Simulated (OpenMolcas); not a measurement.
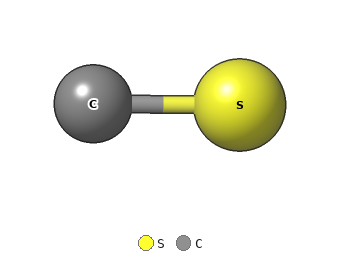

Figure 1. The molecule at the reference distance of 1.544 Å.

# Run report: SC, relativistic diatomic calculation (part 1 of 2)

System: SC.
Method: SA-CASSCF(8,7)/XMS-CASPT2 + RASSI spin-orbit (X2C scalar, AMFI), ANO-RCC-VTZP (OpenMolcas).

### Input file
```
&GATEWAY
Coord
2
angstrom
S 0.0 0.0 0.0
C 0.0 0.0 1.5440
Basis=ANO-RCC-VTZP
Group=XY
RX2C
AMFI
ANGMom
0.0 0.0 0.0
RICD
&SEWARD
&GUESSORB
&RASSCF
FileOrb=$CurrDir/o11.orb
Symmetry=1
Spin=1
nActEl=8 0 0
Inactive=5 2
RAS2=3 4
CIRoot=4 4 1
Linear
Iterations=120 100
OrbListing=Nothing
PRWF=0.15
>>COPY $Project.RasOrb $CurrDir/o11.orb
>>COPY $Project.rasscf.h5 $CurrDir/r11.h5
&CASPT2
XMultistate=all
Imaginary=0.2
IPEA=0.25
MaxIter=40
>>COPY $Project.JobMix JOB001
&RASSCF
FileOrb=$CurrDir/o32.orb
Symmetry=2
Spin=3
nActEl=8 0 0
Inactive=5 2
RAS2=3 4
CIRoot=2 2 1
Linear
Iterations=120 100
OrbListing=Nothing
PRWF=0.15
>>COPY $Project.RasOrb $CurrDir/o32.orb
>>COPY $Project.rasscf.h5 $CurrDir/r32.h5
&CASPT2
XMultistate=all
Imaginary=0.2
IPEA=0.25
MaxIter=40
>>COPY $Project.JobMix JOB002
&RASSCF
FileOrb=$CurrDir/o31.orb
Symmetry=1
Spin=3
nActEl=8 0 0
Inactive=5 2
RAS2=3 4
CIRoot=4 4 1
Linear
Iterations=120 100
OrbListing=Nothing
PRWF=0.15
>>COPY $Project.RasOrb $CurrDir/o31.orb
>>COPY $Project.rasscf.h5 $CurrDir/r31.h5
&CASPT2
XMultistate=all
Imaginary=0.2
IPEA=0.25
MaxIter=40
>>COPY $Project.JobMix JOB003
&RASSCF
FileOrb=$CurrDir/o12.orb
Symmetry=2
Spin=1
nActEl=8 0 0
Inactive=5 2
RAS2=3 4
CIRoot=2 2 1
Linear
Iterations=120 100
OrbListing=Nothing
PRWF=0.15
>>COPY $Project.RasOrb $CurrDir/o12.orb
>>COPY $Project.rasscf.h5 $CurrDir/r12.h5
&CASPT2
XMultistate=all
Imaginary=0.2
IPEA=0.25
MaxIter=40
>>COPY $Project.JobMix JOB004
&RASSI
Nr of JobIphs=4 4 2 4 2
1 2 3 4
1 2
1 2 3 4
1 2
SpinOrbit
EJob
Omega
MEES
MESO
Properties=4
'AngMom' 3 'Mltpl  1' 1 'Mltpl  1' 2 'Mltpl  1' 3
Thrs=1.0d-4
>>COPY $Project.rassi.h5 $CurrDir/so.h5
```

The first orbital files come from an earlier step.

Launched with:
```bash
pymolcas m.inp (one call a module block, same work directory)
```

### Log (extracts)
```
++    Wave function specifications:
      Number of closed shell electrons          14
      Number of electrons in active shells       8
      Number of inactive orbitals                7
      Number of active orbitals                  7
      Number of secondary orbitals              50
      Spin quantum number                      0.0
      State symmetry                             1
++    Orbital specifications:
      Symmetry species                           1   2
                                                 a   b
      Frozen orbitals                            0   0
      Inactive orbitals                          5   2
      Active orbitals                            3   4
      RAS2 orbitals                              3   4
      Secondary orbitals                        26  24
      Number of basis functions                 34  30
      printout of CI-coefficients larger than  0.15 for root  1
      energy=    -436.547760
      conf/sym  111 2222     Coeff  Weight
           124  022 0u2d   0.17228 0.02968
           128  022 u0d2  -0.17228 0.02968
           130  022 0022  -0.93082 0.86642
      printout of CI-coefficients larger than  0.15 for root  2
      energy=    -436.325655
      conf/sym  111 2222     Coeff  Weight
           123  022 u02d   0.69183 0.47863
           129  022 0ud2   0.69183 0.47863
      printout of CI-coefficients larger than  0.15 for root  3
      energy=    -436.321373
      conf/sym  111 2222     Coeff  Weight
           123  022 u02d  -0.57181 0.32696
           124  022 0u2d  -0.37838 0.14317
           128  022 u0d2  -0.37838 0.14317
           129  022 0ud2   0.57181 0.32696
      printout of CI-coefficients larger than  0.15 for root  4
      energy=    -436.321373
      conf/sym  111 2222     Coeff  Weight
           123  022 u02d   0.37838 0.14317
           124  022 0u2d  -0.57181 0.32696
           128  022 u0d2  -0.57181 0.32696
           129  022 0ud2  -0.37838 0.14317
      Natural orbitals and occupation numbers for root  1
      sym 1:   0.028318   1.966433   1.976593
      sym 2:   0.075730   0.075730   1.938598   1.938598
      Natural orbitals and occupation numbers for root  2
      sym 1:   0.023875   1.965715   1.979023
      sym 2:   0.523583   0.523583   1.492110   1.492111
      Natural orbitals and occupation numbers for root  3
      sym 1:   0.023301   1.939737   1.977671
      sym 2:   0.530950   0.530950   1.498696   1.498696
      Natural orbitals and occupation numbers for root  4
      sym 1:   0.023301   1.939737   1.977671
      sym 2:   0.530950   0.530950   1.498696   1.498696
      RASSCF energy for state  4                   -436.32137296
::    RASSCF root number  1 Total energy:   -436.54775983
::    RASSCF root number  2 Total energy:   -436.32565539
::    RASSCF root number  3 Total energy:   -436.32137296
::    RASSCF root number  4 Total energy:   -436.32137296
      Von Neumann Entropy (Root   1) =  0.57264
++    Wave function specifications:
      Number of closed shell electrons           2
      Number of electrons in active shells       8
      Number of inactive orbitals                1
      Number of active orbitals                  7
      Number of secondary orbitals              50
      Spin quantum number                      0.0
      State symmetry                             1
      Number of CSFs                           254
      Number of CASSCF root(s) available         4
      CASPT2 state passed to geometry opt.       4
      A file JOBMIX will be created
      This is a MULTI-STATE CASSCF reference
      Number of CI roots used                    4
      These are:                                 1   2   3   4
      Off-diagonal elements of Heff are computed
  FINAL CASPT2 RESULT:
      Reference energy:        -436.5477598276
      E2 (Non-variational):      -0.2215254415
      Shift correction:          -0.0017592469
      E2 (Variational):          -0.2232846885
      Total energy:            -436.7710445160
      Reference weight:           0.91707
  FINAL CASPT2 RESULT:
      Reference energy:        -436.3256553938
      E2 (Non-variational):      -0.2288699521
      Shift correction:          -0.0019942647
      E2 (Variational):          -0.2308642168
      Total energy:            -436.5565196106
      Reference weight:           0.91310
  FINAL CASPT2 RESULT:
      Reference energy:        -436.3213729570
      E2 (Non-variational):      -0.2272505064
      Shift correction:          -0.0020467864
      E2 (Variational):          -0.2292972928
      Total energy:            -436.5506702498
      Reference weight:           0.91334
  FINAL CASPT2 RESULT:
      Reference energy:        -436.3213729570
      E2 (Non-variational):      -0.2269661489
      Shift correction:          -0.0020252241
      E2 (Variational):          -0.2289913730
      Total energy:            -436.5503643300
      Reference weight:           0.91368
       Total XMS-CASPT2 energies:
::    XMS-CASPT2 Root  1     Total energy:   -436.77104452
::    XMS-CASPT2 Root  2     Total energy:   -436.55651961
::    XMS-CASPT2 Root  3     Total energy:   -436.55067317
::    XMS-CASPT2 Root  4     Total energy:   -436.55036141
++    Wave function specifications:
      Number of closed shell electrons          14
      Number of electrons in active shells       8
      Number of inactive orbitals                7
      Number of active orbitals                  7
      Number of secondary orbitals              50
      Spin quantum number                      1.0
      State symmetry                             2
      printout of CI-coefficients larger than  0.15 for root  1
      energy=    -436.421367
      conf/sym  111 2222     Coeff  Weight
           241  0u2 u220   0.15019 0.02256
           245  0u2 uu2d   0.15940 0.02541
           249  0u2 u022  -0.93879 0.88132
      printout of CI-coefficients larger than  0.15 for root  2
      energy=    -436.421367
      conf/sym  111 2222     Coeff  Weight
           143  0u2 2u02   0.15019 0.02256
           248  0u2 uud2  -0.15940 0.02541
           282  0u2 0u22   0.93879 0.88132
      Natural orbitals and occupation numbers for root  1
      sym 1:   0.022936   1.002850   1.971182
      sym 2:   1.018204   0.112859   1.980300   1.891670
      Natural orbitals and occupation numbers for root  2
      sym 1:   0.022936   1.002850   1.971182
      sym 2:   0.112859   1.018204   1.891670   1.980300
      RASSCF energy for state  2                   -436.42136699
::    RASSCF root number  1 Total energy:   -436.42136699
::    RASSCF root number  2 Total energy:   -436.42136699
      Von Neumann Entropy (Root   1) =  1.41395
++    Wave function specifications:
      Number of closed shell electrons           2
      Number of electrons in active shells       8
      Number of inactive orbitals                1
      Number of active orbitals                  7
      Number of secondary orbitals              50
      Spin quantum number                      1.0
      State symmetry                             2
      Number of CSFs                           300
      Number of CASSCF root(s) available         2
      CASPT2 state passed to geometry opt.       2
      A file JOBMIX will be created
      This is a MULTI-STATE CASSCF reference
      Number of CI roots used                    2
      These are:                                 1   2
      Off-diagonal elements of Heff are computed
  FINAL CASPT2 RESULT:
      Reference energy:        -436.4213669913
      E2 (Non-variational):      -0.2162281896
      Shift correction:          -0.0018749816
      E2 (Variational):          -0.2181031712
      Total energy:            -436.6394701625
      Reference weight:           0.91732
  FINAL CASPT2 RESULT:
      Reference energy:        -436.4213669912
      E2 (Non-variational):      -0.2162281898
      Shift correction:          -0.0018749816
      E2 (Variational):          -0.2181031714
      Total energy:            -436.6394701626
      Reference weight:           0.91732
       Total XMS-CASPT2 energies:
::    XMS-CASPT2 Root  1     Total energy:   -436.63947016
::    XMS-CASPT2 Root  2     Total energy:   -436.63947016
++    Wave function specifications:
      Number of closed shell electrons          14
      Number of electrons in active shells       8
      Number of inactive orbitals                7
      Number of active orbitals                  7
      Number of secondary orbitals              50
      Spin quantum number                      1.0
      State symmetry                             1
      printout of CI-coefficients larger than  0.15 for root  1
      energy=    -436.381321
      conf/sym  111 2222     Coeff  Weight
           102  022 u02u   0.24221 0.05867
           105  022 u0u2  -0.64606 0.41740
           149  022 0u2u   0.64606 0.41740
           150  022 0uu2   0.24221 0.05867
      printout of CI-coefficients larger than  0.15 for root  2
      energy=    -436.351297
      conf/sym  111 2222     Coeff  Weight
           105  022 u0u2   0.69344 0.48086
           149  022 0u2u   0.69344 0.48086
      printout of CI-coefficients larger than  0.15 for root  3
      energy=    -436.351297
      conf/sym  111 2222     Coeff  Weight
           102  022 u02u  -0.69344 0.48086
           150  022 0uu2   0.69344 0.48086
      printout of CI-coefficients larger than  0.15 for root  4
      energy=    -436.331638
      conf/sym  111 2222     Coeff  Weight
           102  022 u02u   0.64374 0.41440
           105  022 u0u2   0.24134 0.05824
           149  022 0u2u  -0.24134 0.05824
           150  022 0uu2   0.64374 0.41440
      Natural orbitals and occupation numbers for root  1
      sym 1:   0.027745   1.972608   1.981710
      sym 2:   0.529512   0.529512   1.479456   1.479456
      Natural orbitals and occupation numbers for root  2
      sym 1:   0.025223   1.973107   1.980389
      sym 2:   0.524842   0.524842   1.485798   1.485798
      Natural orbitals and occupation numbers for root  3
      sym 1:   0.025223   1.973107   1.980389
      sym 2:   0.524842   0.524842   1.485798   1.485798
      Natural orbitals and occupation numbers for root  4
      sym 1:   0.024977   1.940205   1.976451
      sym 2:   0.533935   0.533935   1.495248   1.495248
      RASSCF energy for state  4                   -436.33163842
::    RASSCF root number  1 Total energy:   -436.38132110
::    RASSCF root number  2 Total energy:   -436.35129668
::    RASSCF root number  3 Total energy:   -436.35129668
::    RASSCF root number  4 Total energy:   -436.33163842
      Von Neumann Entropy (Root   1) =  1.77705
++    Wave function specifications:
      Number of closed shell electrons           2
      Number of electrons in active shells       8
      Number of inactive orbitals                1
      Number of active orbitals                  7
      Number of secondary orbitals              50
      Spin quantum number                      1.0
      State symmetry                             1
      Number of CSFs                           288
      Number of CASSCF root(s) available         4
      CASPT2 state passed to geometry opt.       4
      A file JOBMIX will be created
      This is a MULTI-STATE CASSCF reference
      Number of CI roots used                    4
      These are:                                 1   2   3   4
      Off-diagonal elements of Heff are computed
  FINAL CASPT2 RESULT:
      Reference energy:        -436.3813210983
      E2 (Non-variational):      -0.2196653418
      Shift correction:          -0.0017154304
      E2 (Variational):          -0.2213807721
      Total energy:            -436.6027018705
      Reference weight:           0.91894
  FINAL CASPT2 RESULT:
      Reference energy:        -436.3512966752
      E2 (Non-variational):      -0.2238089581
      Shift correction:          -0.0017660920
      E2 (Variational):          -0.2255750501
      Total energy:            -436.5768717252
      Reference weight:           0.91721
  FINAL CASPT2 RESULT:
      Reference energy:        -436.3512966752
      E2 (Non-variational):      -0.2238728775
      Shift correction:          -0.0017742513
      E2 (Variational):          -0.2256471288
      Total energy:            -436.5769438040
      Reference weight:           0.91706
  FINAL CASPT2 RESULT:
      Reference energy:        -436.3316384158
      E2 (Non-variational):      -0.2248814322
      Shift correction:          -0.0018403942
      E2 (Variational):          -0.2267218264
      Total energy:            -436.5583602422
      Reference weight:           0.91629
       Total XMS-CASPT2 energies:
::    XMS-CASPT2 Root  1     Total energy:   -436.60270192
::    XMS-CASPT2 Root  2     Total energy:   -436.57694414
::    XMS-CASPT2 Root  3     Total energy:   -436.57687139
::    XMS-CASPT2 Root  4     Total energy:   -436.55836019
++    Wave function specifications:
      Number of closed shell electrons          14
      Number of electrons in active shells       8
      Number of inactive orbitals                7
      Number of active orbitals                  7
      Number of secondary orbitals              50
      Spin quantum number                      0.0
      State symmetry                             2
      printout of CI-coefficients larger than  0.15 for root  1
      energy=    -436.356372
      conf/sym  111 2222     Coeff  Weight
           219  0u2 d022   0.95506 0.91213
      printout of CI-coefficients larger than  0.15 for root  2
      energy=    -436.356372
      conf/sym  111 2222     Coeff  Weight
           220  0u2 0d22   0.95506 0.91213
      Natural orbitals and occupation numbers for root  1
      sym 1:   0.026875   1.011527   1.958053
      sym 2:   1.029489   0.084300   1.966947   1.922809
      Natural orbitals and occupation numbers for root  2
      sym 1:   0.026875   1.011527   1.958053
      sym 2:   0.084300   1.029489   1.922809   1.966947
      RASSCF energy for state  2                   -436.35637172
::    RASSCF root number  1 Total energy:   -436.35637172
::    RASSCF root number  2 Total energy:   -436.35637172
      Von Neumann Entropy (Root   1) =  1.37484
++    Wave function specifications:
      Number of closed shell electrons           2
      Number of electrons in active shells       8
      Number of inactive orbitals                1
      Number of active orbitals                  7
      Number of secondary orbitals              50
      Spin quantum number                      0.0
      State symmetry                             2
      Number of CSFs                           236
      Number of CASSCF root(s) available         2
      CASPT2 state passed to geometry opt.       2
      A file JOBMIX will be created
      This is a MULTI-STATE CASSCF reference
      Number of CI roots used                    2
      These are:                                 1   2
      Off-diagonal elements of Heff are computed
  FINAL CASPT2 RESULT:
      Reference energy:        -436.3563717178
      E2 (Non-variational):      -0.2293514643
      Shift correction:          -0.0020903846
      E2 (Variational):          -0.2314418489
      Total energy:            -436.5878135666
      Reference weight:           0.91246
  FINAL CASPT2 RESULT:
      Reference energy:        -436.3563717175
      E2 (Non-variational):      -0.2293514644
      Shift correction:          -0.0020903846
      E2 (Variational):          -0.2314418491
      Total energy:            -436.5878135666
      Reference weight:           0.91246
       Total XMS-CASPT2 energies:
::    XMS-CASPT2 Root  1     Total energy:   -436.58781357
::    XMS-CASPT2 Root  2     Total energy:   -436.58781357
  SPIN-FREE ENERGIES:
  (Shifted by EMIN (a.u.) =       -436.7710445169)
 SF State       Relative EMIN(au)   Rel lowest level(eV)    D:o, cm**(-1)      Abs_M
     1             0.0000000000        0.0000000000              0.0000         0.0
     5             0.1315743543        3.5803205743          28877.2329         1.0
     6             0.1315743543        3.5803205743          28877.2329         1.0
     7             0.1683425958        4.5808353947          36946.9291         0.0
    11             0.1832309502        4.9859681584          40214.5453         1.0
    12             0.1832309502        4.9859681584          40214.5453         1.0
     8             0.1941003770        5.2817403289          42600.1087         2.0
     9             0.1941731276        5.2837199725          42616.0756         2.0
    10             0.2126843253        5.7874353247          46678.8139         0.0
     2             0.2145249071        5.8375201078          47082.7749         0.0
     3             0.2203713494        5.9966099061          48365.9207         2.0
     4             0.2206831045        6.0050931947          48434.3430         2.0
```

(Continued in part 2.) Outcome of the run: converged; components of a degenerate state are split by 68 cm⁻¹.
